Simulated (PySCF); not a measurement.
C4H18N6Si4 ((MeSi)4NH6 adamantane)

Input

```
{"job": {"kind": "nmr", "xc": "PBE0", "basis": "pcSseg-1"}, "charge": 0, "multiplicity": 1}
Si     1.131105    -0.201821    -1.421294
C      2.240817    -0.458138    -2.893793
N      1.354444     1.345176    -0.637187
Si     0.328816     1.637053     0.757003
C      0.658999     3.283901     1.558992
N     -1.315268     1.510538     0.165118
Si    -1.694924    -0.039782    -0.574822
C     -3.477671    -0.127764    -1.106116
N     -0.567809    -0.229602    -1.901664
N     -1.323169    -1.321516     0.587743
Si     0.325637    -1.297161     1.192997
C      0.623339    -2.647313     2.440724
N      1.401055    -1.424101    -0.188194
N      0.618187     0.302389     1.859251
H      3.296620    -0.399179    -2.590100
H      2.071320    -1.443738    -3.356094
H      2.052001     0.307164    -3.662156
H      1.305342     2.102760    -1.318889
H      0.431840     4.109517     0.867213
H      0.035544     3.406971     2.458187
H      1.714625     3.367718     1.859243
H     -2.034187     1.844381     0.804002
H     -3.701814    -1.104840    -1.560941
H     -3.694791     0.660839    -1.841993
H     -4.157381     0.006101    -0.249521
H     -0.822206    -1.010998    -2.504702
H     -2.026062    -1.443493     1.315674
H      1.676522    -2.660069     2.761060
H     -0.003801    -2.497834     3.333364
H      0.381520    -3.633353     2.014742
H      1.510951    -2.364203    -0.563490
H      1.516218     0.372196     2.337221
```

Launched as:

```sh
OMP_NUM_THREADS=2 python probes_run.py task.json out
```

Geometry: PBE0-D3(BJ)/def2-SVP.

These are results of PBE0/pcSseg-1, SCF density, gas phase, non-relativistic in PySCF 2.14.0, not measurements.

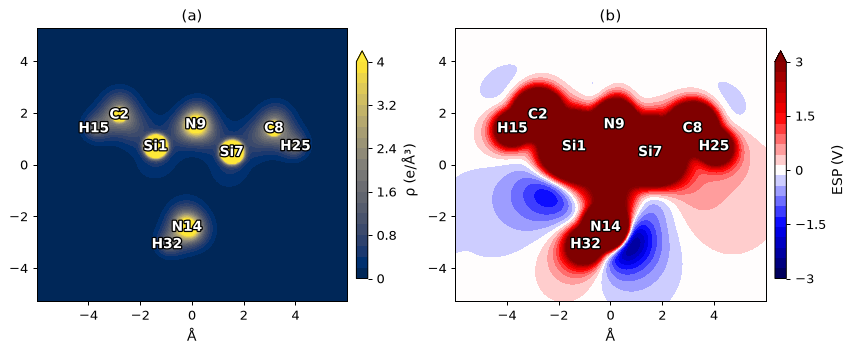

Figure 1. (a) electron density; (b) molecular electrostatic potential on the plane of atoms C8, Si7 and N9.

**What do the fields say about this system?**

- The section cuts through Si, C, N and H sites.
- Si–N (1.77 Å): ρ at the midpoint is about 1 e/Å³.
- C–Si (1.86 Å): ρ is about 0.99 e/Å³ halfway.
- N–H (1.02 Å): ρ at the midpoint is about 2.7 e/Å³.
- C–H (1.10 Å): ρ is about 1.9 e/Å³ halfway.
- Outside the dense part of the molecule the potential is most negative (−2.4 V) near N14.

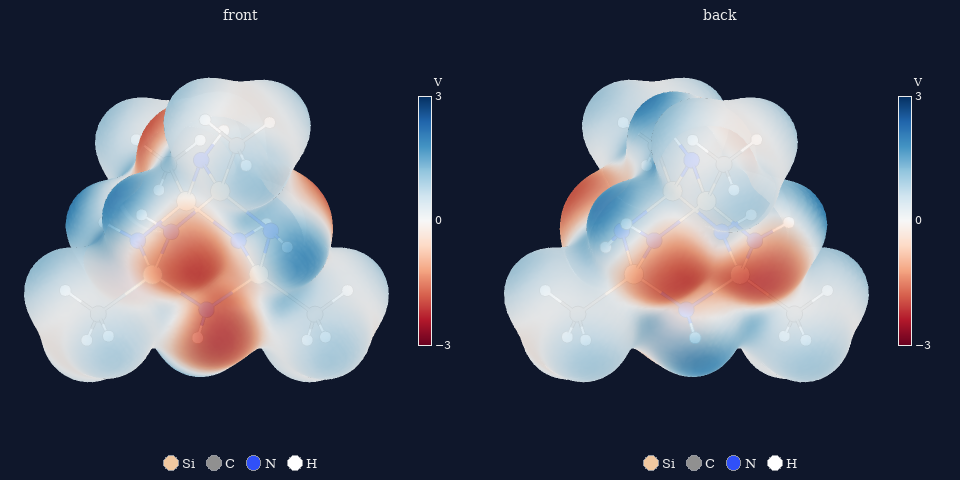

Figure 2. The electrostatic potential painted on the density surface at 0.004 e/bohr³, seen from the front and from behind; red is negative and blue positive.

**Where is the surface potential most negative and most positive?**

The most negative region (about −2.0 V) lies over N3, N6, N9 and N13, the most positive (about +1.9 V) over H22, H26, H27 and H31.

**What dipole moment does the calculation give?**

Its dipole moment is 1.15 D.
